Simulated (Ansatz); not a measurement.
**ClFH2HfO2···HCl: density, localisation and related maps**

```yaml
atoms:
  - { symbol: Hf, position_ang: [0.2560, 0.4392, -0.4651] }
  - { symbol: Cl, position_ang: [-1.1070, 0.3214, 2.9940] }
  - { symbol: F, position_ang: [1.3927, 0.2120, -1.9854] }
  - { symbol: Cl, position_ang: [-1.5159, 1.8699, -1.1382] }
  - { symbol: O, position_ang: [-0.3725, -1.3025, 0.0186] }
  - { symbol: H, position_ang: [-0.7730, -1.9528, 0.6009] }
  - { symbol: O, position_ang: [1.3549, 1.3026, 1.0002] }
  - { symbol: H, position_ang: [2.1624, 1.8190, 1.0981] }
  - { symbol: H, position_ang: [0.0672, 0.9088, 2.7429] }
```

Core potentials replace the inner electrons of Hf; not at a stationary point (largest force 1.3 eV/Å).

These are results of Ansatz, RKS B3LYP-D4/def2-SVP, not measurements.

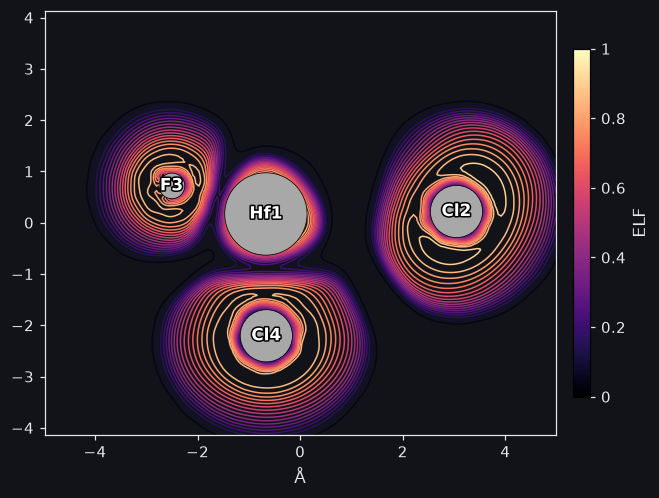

Figure 1. Electron localisation function on the plane of atoms F3, Hf1 and Cl4. Grey discs cover the atomic cores.

What does the map show?

The section cuts through Hf, Cl and F sites.
Hf–F (1.91 Å): the ELF peaks at about 0.85 in the valence shell of F, 0.5 Å from its nucleus, and drops to about 0.20 between the two atoms.
Hf–Cl (2.37 Å): the ELF peaks at about 0.85 in the valence shell of Cl, 0.8 Å from its nucleus, and is about 0.35 at the midpoint.
The ELF also peaks beside Cl2, away from the bonds: lone-pair regions.

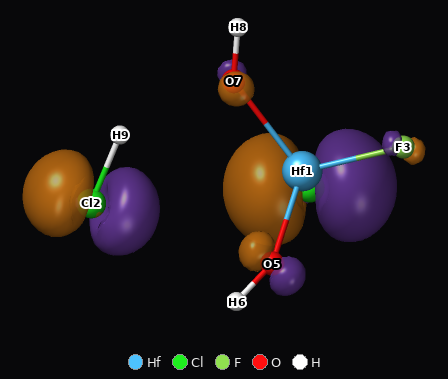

Figure 2. The HOMO−1 at ±0.15 Å⁻³ᐟ² (orange and purple are the two phases), seen across its widest extent.

Describe this orbital and give its energy.

Its weight (Hirshfeld) is mainly on Cl4 (about 60 %) and Cl2 (about 25 %). Its energy is −8.77 eV.

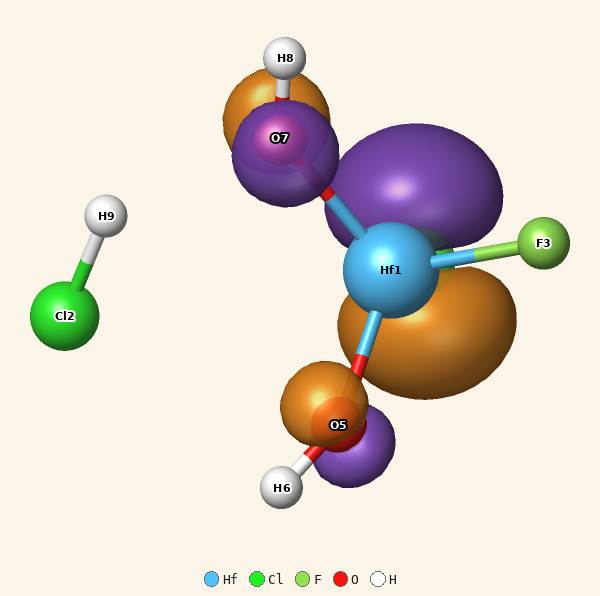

Figure 3. One frontier orbital at ±0.15 Å⁻³ᐟ² (orange and purple are the two phases), seen across its widest extent.

Which orbital is it: HOMO or LUMO?

The HOMO, at −8.71 eV. Its weight (Hirshfeld) is mainly on Cl4 (about 70 %), O7 (about 15 %) and O5 (about 5 %); largely a lone pair of Cl4.
